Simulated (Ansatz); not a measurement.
# CH₈OSiSn: a ladder of functionals and wavefunction methods

How much do the methods differ for CH₈OSiSn? The plan is to run it at one geometry with functionals of several rungs and with coupled cluster, and see how far each lands from CCSD(T) at the basis-set limit for the atomisation energy.

Computed with Ansatz 0.2.0, Gaussian basis. Level: functionals in def2-TZVPP, the program's frozen cores in correlated methods.

The runs, in order: PBE-D4, r2SCAN-D4, PBE0-D4, B3LYP-D4, ωB97X-V, ωB97M-V, B2PLYP; CCSD(T)/def2-TZVPP; MP2/def2-QZVPP; extrapolation to the limit.

### Step 1. Structure used throughout

The geometry comes from an earlier relaxation with PBE0-D4 in a triple-zeta def2 set; it is a stationary point, not always the lowest conformer. Sn takes the def2 core potential; no spin-orbit term is included.

SMILES `C[SiH](O)[SnH3]`, 12 atoms, charge 0, spin multiplicity 1.

Atoms are counted from 1 here; the program's logs count them from 0.

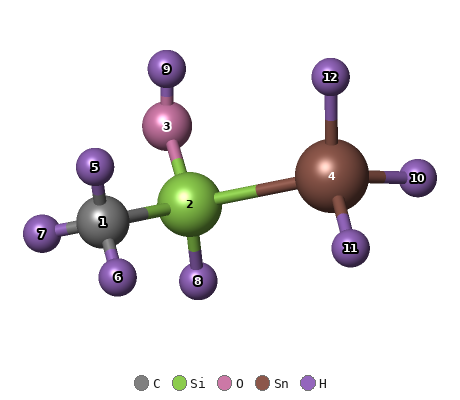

The geometry (carbon grey, silicon green, oxygen pink, tin brown, hydrogen purple); atoms are numbered from 1 in the order of the file.

### Step 2. PBE-D4 (GGA)

Input file in.yaml:

```yaml
crystal:
  periodic: [false, false, false]
  atoms:
    - {symbol: C, position_ang: [-0.772709, 1.629681, -0.178508]}
    - {symbol: Si, position_ang: [0.010647, 0.068052, -0.838172]}
    - {symbol: O, position_ang: [1.504852, 0.345399, -1.494403]}
    - {symbol: Sn, position_ang: [0.150660, -1.701499, 1.031185]}
    - {symbol: H, position_ang: [-0.206701, 2.043585, 0.659645]}
    - {symbol: H, position_ang: [-1.787631, 1.422945, 0.172839]}
    - {symbol: H, position_ang: [-0.829499, 2.388411, -0.963516]}
    - {symbol: H, position_ang: [-0.798393, -0.461496, -1.965990]}
    - {symbol: H, position_ang: [2.218942, 0.575398, -0.898879]}
    - {symbol: H, position_ang: [0.575079, -3.249858, 0.445944]}
    - {symbol: H, position_ang: [-1.327566, -1.857823, 1.878871]}
    - {symbol: H, position_ang: [1.339319, -1.257895, 2.184984]}
basis:
  gaussian: {orbitals: def2-TZVPP}
hamiltonian: {xc: pbe, dispersion: d4}
output: {forces: true, orbitals: {seedname: orbitals}}
```

On the command line:

```sh
ansatz run in.yaml --threads 4 --pin off --events-out ev --progress --plain --max-ram 10444MiB
```

After this run come: r2SCAN-D4 (meta-GGA); PBE0-D4 (hybrid); B3LYP-D4 (hybrid); ωB97X-V (range-separated); ωB97M-V (range-separated); B2PLYP (double hybrid); CCSD(T) in def2-TZVPP; MP2 in def2-QZVPP.

Q: Predict the results of all the runs planned. Wanted: atomisation energy, CCSD(T)/CBS; farthest; mean size of error, hybrid; mean size of error, range-separated; gap, smallest and largest; T1 diagnostic; triples share of the correlation energy.

The runs gave:

| quantity | value |
| --- | --- |
| atomisation energy, CCSD(T)/CBS | 924.9 kcal/mol |
| functionals within 9.2 kcal/mol (1.0 %) | PBE-D4, r2SCAN-D4, B3LYP-D4, ωB97X-V, ωB97M-V |
| farthest | B2PLYP (-19.5 kcal/mol) |
| mean size of error, hybrid | 11.5 kcal/mol |
| mean size of error, range-separated | 2.3 kcal/mol |
| gap, smallest and largest | 5.16 eV (PBE-D4), 11.17 eV (ωB97X-V) |
| T1 diagnostic | 0.0126 |
| triples share of the correlation energy | 3.2 % |

PBE-D4 misses by -5.9 kcal/mol. Double hybrids carry the basis error of their MP2 part in triple zeta, and no dispersion term here, so their miss is partly the set-up's. Misses under about 9.2 kcal/mol are within the doubt on the reference itself, which lacks core-valence correlation, spin-orbit coupling and higher excitations, and its outer-core shells are covered unevenly. All levels share the lack of spin-orbit coupling, which lowers the free heavy atoms and so the true binding. Hartree-Fock recovers 73 % of the binding; the rest is correlation. The gap grows from 5.2 to 11.2 eV across the functionals, mostly with the share of exact exchange. Correlated methods include outer-core shells of Sn, which these sets cover unevenly.
